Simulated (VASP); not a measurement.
Band structure of SiC (wurtzite). These are PBE GGA with D4 dispersion, VASP's PBE PAW potentials (set 64) (plane waves; VASP 6.6.1) values and carry that method's errors.

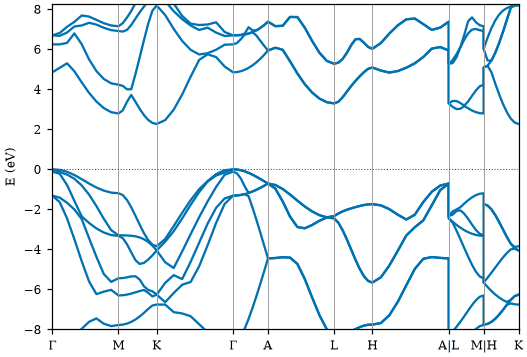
*Bands along high-symmetry lines, zero at the valence-band maximum or, without a gap, the Fermi level*

**Question.** Read the plot: is there a gap, and where are the band edges?

**Answer.** The gap is indirect, 2.26 eV, from the valence maximum at Γ to the conduction minimum at K. (Edges off the drawn lines would not show.)

Measured: gap 3.33 eV (computed value off by -1.07 eV), as given by Daiki Deguchi et al., Japanese Journal of Applied Physics (2016), arXiv:1512.06930.

The compound is SiC in the wurtzite structure, the rare 2H polytype. It was relaxed first.
